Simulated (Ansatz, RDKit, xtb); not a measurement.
# C4H6ClF: ranking a sample of isomers, part 2 of 2

Which of a sample of isomers of C4H6ClF is the most stable in the gas at 298.15 K, and what are its properties? The sample is small against all isomers, and the most stable one of this formula need not be in it.

xtb, Ansatz and PySCF; isolated molecules.

## Step 7: Harmonic analysis of the finalists

The lowest few go on as finalists. In this search the thermal terms come from GFN2-xTB at its own nearest minimum. The first, c315a:

Contents of start.xyz:

```xyz
12
c315a
C     -0.291117     0.476746     0.596940
C     -1.287645    -0.688572     0.512208
C     -0.070379    -1.649782     0.445866
C      0.829977    -0.501738     0.976329
Cl    -0.004994     1.245075    -1.017889
F     -0.573069     1.459371     1.487995
H     -2.004754    -0.676297    -0.318731
H     -1.826214    -0.766765     1.468960
H      0.180472    -1.925433    -0.587737
H     -0.124661    -2.558977     1.059555
H      0.927458    -0.523835     2.072484
H      1.814180    -0.339324     0.518263
```

Run with:

```sh
xtb start.xyz --gfn 2 --ohess tight
```

Log, cut to the lines that bear on the results:

```text
* xtb version 6.7.1
[...]
          :  # basis functions                  36          :
[...]
          :  # electrons                        36          :
[...]
          :  Hamiltonian                  GFN2-xTB          :
[...]
          :  net charge                          0          :
          :  unpaired electrons                  0          :
[...]
   *** convergence criteria satisfied after 12 iterations ***
[...]
   *** GEOMETRY OPTIMIZATION CONVERGED AFTER 17 ITERATIONS ***
[...]
   *** convergence criteria satisfied after 3 iterations ***
[...]
         ::                     SUMMARY                     ::
         :::::::::::::::::::::::::::::::::::::::::::::::::::::
         :: total energy             -20.898601323936 Eh    ::
         :: gradient norm              0.000123447060 Eh/a0 ::
         :: HOMO-LUMO gap              6.885750320220 eV    ::
         ::.................................................::
         :: SCC energy               -21.066687717290 Eh    ::
         :: -> isotropic ES            0.020524023961 Eh    ::
         :: -> anisotropic ES         -0.000915288806 Eh    ::
         :: -> anisotropic XC          0.002126636224 Eh    ::
         :: -> dispersion             -0.007311754942 Eh    ::
         :: repulsion energy           0.168086393354 Eh    ::
         :: add. restraining           0.000000000000 Eh    ::
         :: total charge               0.000000000000 e     ::
         :::::::::::::::::::::::::::::::::::::::::::::::::::::
[...]
        18        2.0000           -0.4230454             -11.5117 (HOMO)
        19                         -0.1699997              -4.6259 (LUMO)
[...]
molecular dipole:
                 x           y           z       tot (Debye)
 q only:        0.090      -1.249       0.095
   full:        0.087      -1.098       0.047       2.802
molecular quadrupole (traceless):
[...]
          | TOTAL ENERGY              -20.898601323955 Eh   |
          | TOTAL ENTHALPY            -20.800021900779 Eh   |
          | TOTAL FREE ENERGY         -20.837260185367 Eh   |
          | GRADIENT NORM               0.000122582288 Eh/α |
[...]
```

Wall time 0.21 s (2 threads of Arm Neoverse V2, shared host).

## Step 8: Thermal terms of the finalists

As xtb prints them, at 298.15 K, with its own treatment of low modes:

```csv
label,SMILES,spin,lowest mode (cm⁻¹),zero-point (kcal/mol),G − E (kcal/mol)
c315a,FC1(Cl)CCC1,singlet,54,57.5,38.5
c135a,F[C@@H]1CC[C@H]1Cl,singlet,90,57.7,38.7
c956a,F[C@H]1C[C@@H](Cl)C1,singlet,70,57.7,38.7
c733a,F[C@H]1C[C@H](Cl)C1,singlet,30,57.6,38.5
c303b,F[C@@H]1CC[C@@H]1Cl,singlet,66,57.7,38.6
```

## Step 9: Energies at the top level

Single points at CCSD(T)/def2-SVP + MP2/def2-TZVPP - MP2/def2-SVP on the refined geometries decide the order.

c315a, CCSD(T)/def2-SVP:

Contents of input.yaml:

```yaml
basis:
  gaussian: {orbitals: def2-SVP}
crystal:
  periodic: [false, false, false]
  atoms:
    - {symbol: C, position_ang: [-0.291117, 0.476746, 0.596940]}
    - {symbol: C, position_ang: [-1.287645, -0.688572, 0.512208]}
    - {symbol: C, position_ang: [-0.070379, -1.649782, 0.445866]}
    - {symbol: C, position_ang: [0.829977, -0.501738, 0.976329]}
    - {symbol: Cl, position_ang: [-0.004994, 1.245075, -1.017889]}
    - {symbol: F, position_ang: [-0.573069, 1.459371, 1.487995]}
    - {symbol: H, position_ang: [-2.004754, -0.676297, -0.318731]}
    - {symbol: H, position_ang: [-1.826214, -0.766765, 1.468960]}
    - {symbol: H, position_ang: [0.180472, -1.925433, -0.587737]}
    - {symbol: H, position_ang: [-0.124661, -2.558977, 1.059555]}
    - {symbol: H, position_ang: [0.927458, -0.523835, 2.072484]}
    - {symbol: H, position_ang: [1.814180, -0.339324, 0.518263]}
total_charge: 0
correlation: {method: ccsd_t, frozen_orbitals: {H: 0, C: 1, F: 1, Cl: 5}}
```

Run with:

```sh
ansatz run input.yaml --threads 2 --pin off --max-ram 5220MiB --events-out events.jsonl --progress --plain --runs-dir runs
```

Log, cut to the lines that bear on the results:

```text
Warning: RAYON_NUM_THREADS=2 ignored (pool sized by the plan → 2); use --threads N
Functional definition: HF
  name "HF"
[...]
1184 factors; integrals over basis functions are off by at most 1.5e-3 eV
[...]
mean field -19416.21897968 eV, -713.5328867174 hartree, gradient 2.5e-6 eV, S^2 0.000000; 0 other end points of the search recorded, 0 dependent functions left out
10 core orbitals not correlated: weight in the atoms' cores, before any rotation towards them, 1.000 or more for the frozen orbitals, at most 0.000 for the correlated occupied ones
reference -19416.21897968 eV, -713.5328867174 hartree; 18, 18 occupied and 90, 90 virtual orbitals, 1184 factors
second order -23.71384643 eV of doubles, -0.00000000 eV of singles
cycle   1  -24.49883593 eV  change   -7.8e-1 eV  update   9.9e-2
[...]
cycle   8  -25.17984747 eV  change    2.9e-5 eV  update   3.9e-5
perturbative correction -0.72963494 eV, -0.0268135894 hartree
Total energy: -19442.12846209 eV, -714.4850426340 hartree
```

It took 19 s on 2 threads of Arm Neoverse V2, shared host; peak memory 0.69 GiB.

## Step 10: c315a at MP2/def2-TZVPP

Contents of input.yaml:

```yaml
basis:
  gaussian: {orbitals: def2-TZVPP}
crystal:
  periodic: [false, false, false]
  atoms:
    - symbol: C
      position_ang: [-0.291117, 0.476746, 0.596940]
    - symbol: C
      position_ang: [-1.287645, -0.688572, 0.512208]
    - symbol: C
      position_ang: [-0.070379, -1.649782, 0.445866]
    - symbol: C
      position_ang: [0.829977, -0.501738, 0.976329]
    - symbol: Cl
      position_ang: [-0.004994, 1.245075, -1.017889]
    - symbol: F
      position_ang: [-0.573069, 1.459371, 1.487995]
    - symbol: H
      position_ang: [-2.004754, -0.676297, -0.318731]
    - symbol: H
      position_ang: [-1.826214, -0.766765, 1.468960]
    - symbol: H
      position_ang: [0.180472, -1.925433, -0.587737]
    - symbol: H
      position_ang: [-0.124661, -2.558977, 1.059555]
    - symbol: H
      position_ang: [0.927458, -0.523835, 2.072484]
    - symbol: H
      position_ang: [1.814180, -0.339324, 0.518263]
correlation: {method: mp2, frozen_orbitals: {H: 0, C: 1, F: 1, Cl: 5}}
```

Run with:

```sh
ansatz run input.yaml --threads 2 --pin off --max-ram 5220MiB --events-out events.jsonl --progress --plain --runs-dir runs
```

Log:

```text
Warning: RAYON_NUM_THREADS=2 ignored (pool sized by the plan → 2); use --threads N
[... 2 set-up lines as earlier in the session ...]
  exchange = exact_x
  correlation = 0
1691 factors; integrals over basis functions are off by at most 1.1e-3 eV
mean field evaluation 1: about -19424.5316 eV, gradient 3.8e1 eV
mean field evaluation 2: about -19424.8344 eV, gradient 3.8e1 eV
mean field evaluation 4: about -19428.5205 eV, gradient 4.2e0 eV
mean field evaluation 8: about -19428.5868 eV, gradient 3.4e-1 eV
mean field -19428.58734260 eV, -713.9874156712 hartree, gradient 4.4e-6 eV, S^2 0.000000; 0 other end points of the search recorded, 0 dependent functions left out
10 core orbitals not correlated: weight in the atoms' cores, before any rotation towards them, 1.000 or more for the frozen orbitals, at most 0.000 for the correlated occupied ones
reference -19428.58734260 eV, -713.9874156712 hartree; 18, 18 occupied and 253, 253 virtual orbitals, 1691 factors
second order -30.20724181 eV of doubles, -0.00000000 eV of singles
Total energy: -19458.79458441 eV, -715.0975113325 hartree
```

It took 9 s on 2 threads of Arm Neoverse V2, shared host; peak memory 0.82 GiB.

## Step 11: c135a at CCSD(T)/def2-SVP

Contents of input.yaml:

```yaml
crystal:
  periodic: [false, false, false]
  atoms:
    - {symbol: C, position_ang: [0.774618, -0.196147, 0.738444]}
    - {symbol: C, position_ang: [-0.578198, 0.537847, 0.695082]}
    - {symbol: C, position_ang: [-1.217522, -0.795156, 0.223484]}
    - {symbol: C, position_ang: [0.008127, -1.518918, 0.815715]}
    - {symbol: Cl, position_ang: [0.667522, -2.947786, -0.041600]}
    - {symbol: F, position_ang: [1.620682, 0.092810, 1.775286]}
    - {symbol: H, position_ang: [1.331831, -0.113113, -0.209359]}
    - {symbol: H, position_ang: [-0.660687, 1.416714, 0.040983]}
    - {symbol: H, position_ang: [-0.891656, 0.807899, 1.714411]}
    - {symbol: H, position_ang: [-1.233603, -0.883610, -0.872038]}
    - {symbol: H, position_ang: [-2.201464, -1.073183, 0.623892]}
    - {symbol: H, position_ang: [-0.145079, -1.802827, 1.865984]}
basis:
  gaussian: {orbitals: def2-SVP}
correlation: {method: ccsd_t, frozen_orbitals: {H: 0, C: 1, F: 1, Cl: 5}}
```

Run with:

```sh
ansatz run input.yaml --threads 2 --pin off --max-ram 5220MiB --events-out events.jsonl --progress --plain --runs-dir runs
```

Log, cut to the lines that bear on the results:

```text
Warning: RAYON_NUM_THREADS=2 ignored (pool sized by the plan → 2); use --threads N
[... 2 set-up lines as earlier in the session ...]
[...]
1182 factors; integrals over basis functions are off by at most 1.3e-3 eV
[...]
mean field -19416.21576419 eV, -713.5327685504 hartree, gradient 2.3e-6 eV, S^2 0.000000; 0 other end points of the search recorded, 0 dependent functions left out
10 core orbitals not correlated: weight in the atoms' cores, before any rotation towards them, 1.000 or more for the frozen orbitals, at most 0.000 for the correlated occupied ones
reference -19416.21576419 eV, -713.5327685504 hartree; 18, 18 occupied and 90, 90 virtual orbitals, 1182 factors
second order -23.63124705 eV of doubles, -0.00000000 eV of singles
cycle   1  -24.44363690 eV  change   -8.1e-1 eV  update   9.8e-2
[...]
cycle   8  -25.11784765 eV  change    2.7e-5 eV  update   3.0e-5
perturbative correction -0.71586260 eV, -0.0263074652 hartree
Total energy: -19442.04947445 eV, -714.4821398914 hartree
```

It took 19 s on 2 threads of Arm Neoverse V2, shared host; peak memory 0.69 GiB.

## Step 12: The ranking

Energies in kcal/mol from c315a; G adds the thermal terms to the CCSD(T)/def2-SVP + MP2/def2-TZVPP - MP2/def2-SVP energy. The columns left of the relaxed level are at the tight-binding geometries.

```csv
label,SMILES,spin,GFN2-xTB,HF/STO-3G,r2SCAN-D4/def2-SVP,B3LYP-D3(BJ)/def2-SVP,HF/def2-SVP,MP2/def2-SVP,CCSD(T)/def2-SVP + MP2/def2-TZVPP - MP2/def2-SVP,G,share at equilibrium,T1
c315a,FC1(Cl)CCC1,singlet,0.0,0.0,0.0,0.0,0.0,0.0,0.0,0.0,83.2 %,0.009
c135a,F[C@@H]1CC[C@H]1Cl,singlet,1.4,3.3,2.8,1.8,0.1,2.0,1.1,1.2,10.5 %,0.009
c956a,F[C@H]1C[C@@H](Cl)C1,singlet,1.5,3.1,2.7,2.2,0.4,2.8,1.6,1.8,4.2 %,0.009
c733a,F[C@H]1C[C@H](Cl)C1,singlet,1.4,4.1,4.4,2.8,0.9,3.3,2.2,2.2,2.1 %,0.009
c303b,F[C@@H]1CC[C@@H]1Cl,singlet,4.8,5.2,5.0,4.4,2.9,4.5,3.8,3.9,0.1 %,0.009
```

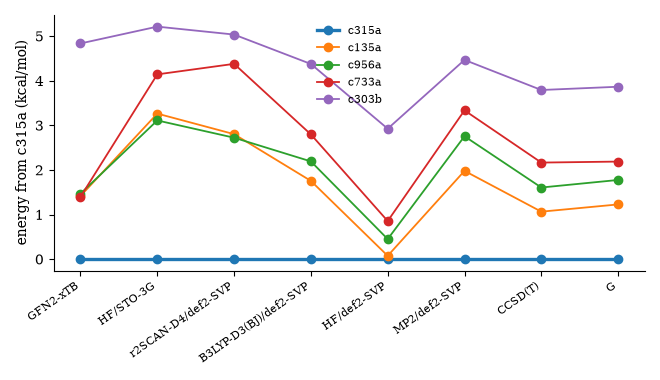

The finalists at each level, measured from c315a.

Lowest found: c315a, `FC1(Cl)CCC1`, a singlet. Bond lengths: C1–C2 1.536 Å, C2–C3 1.552 Å, C1–C4 1.536 Å, C3–C4 1.552 Å, C1–Cl5 1.811 Å, C1–F6 1.356 Å, C2–H7 1.098 Å, C2–H8 1.101 Å, C3–H9 1.099 Å, C3–H10 1.098 Å, C4–H11 1.101 Å, C4–H12 1.098 Å. Some angles: C1–C2–C3 87.9°, C2–C1–C4 90.2°, C2–C1–Cl5 112.0°, C2–C1–F6 116.8°, C4–C1–Cl5 112.0°, C4–C1–F6 116.8°, Cl5–C1–F6 108.1°, C2–C3–C4 89.0°, C1–C4–C3 87.9°, C1–C2–H7 117.2°.

```xyz
12

C    -0.2911    0.4767    0.5969
C    -1.2876   -0.6886    0.5122
C    -0.0704   -1.6498    0.4459
C     0.8300   -0.5017    0.9763
Cl   -0.0050    1.2451   -1.0179
F    -0.5731    1.4594    1.4880
H    -2.0048   -0.6763   -0.3187
H    -1.8262   -0.7668    1.4690
H     0.1805   -1.9254   -0.5877
H    -0.1247   -2.5590    1.0596
H     0.9275   -0.5238    2.0725
H     1.8142   -0.3393    0.5183
```

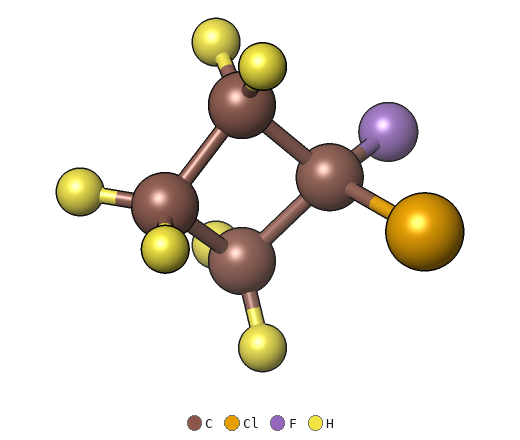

The lowest structure found, seen from a chosen angle (carbon brown, chlorine amber, fluorine purple, hydrogen yellow).

## Step 13: Results

What follows sums up all 2 parts.

```
                                 quantity                                                                                                               value
                   lowest structure found                                                                                                FC1(Cl)CCC1, singlet
                            next finalist                                                               F[C@@H]1CC[C@H]1Cl, singlet, 1.2 kcal/mol higher in G
share at equilibrium, among the finalists                                                                                                              83.2 %
                                   funnel  7 starts, 6 minima at GFN2-xTB from these starts (9 with those found later), 9 screening runs, 5 relaxed, 5 ranked
                     CPU time of all runs                                                                                                              10 min
```

`FC1(Cl)CCC1` comes out lowest. Its margin of 1.2 kcal/mol is inside the likely error of CCSD(T)/def2-SVP + MP2/def2-TZVPP - MP2/def2-SVP with harmonic terms (about 1.5 kcal/mol), so the order of the first two is not settled. GFN2-xTB, HF/STO-3G, r2SCAN-D4/def2-SVP, B3LYP-D3(BJ)/def2-SVP, HF/def2-SVP and MP2/def2-SVP already put its bonding pattern lowest among the structures in one piece. The largest share of the time went into the final energies (47 % of the CPU time that the search's summary counts). Lowest found is not proven lowest: the search is finite, and each finalist counts with one conformer. Only 5 drawn patterns were tried, so whole families of isomers are missing, and the result ranks this sample alone. The lowest isomer need not be the one that is made and kept in a bottle, which depends on barriers.
